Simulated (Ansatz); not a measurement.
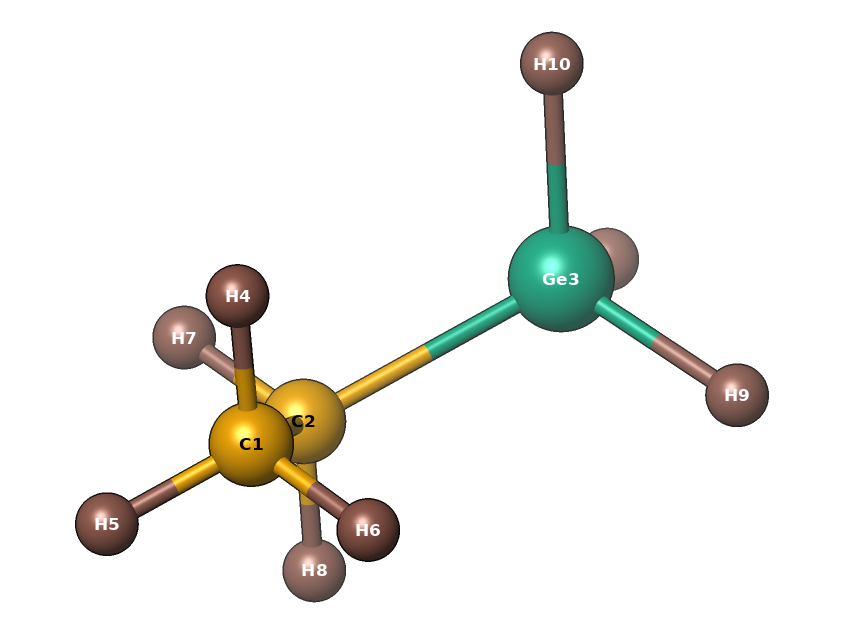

C2 lies behind C1. The molecule seen a little off the C1–C2 bond, C1 in front. Atoms fade into the background with distance from the viewer. The geometry was computed by an optimisation with PBE0-D4/def2-TZVP.

What is the torsion angle H4–C1–C2–Ge3? The sign is positive where the front bond must turn clockwise to cover the back bond.

Answer. 60°, synclinal (gauche). The bonds about C1–C2 are staggered.
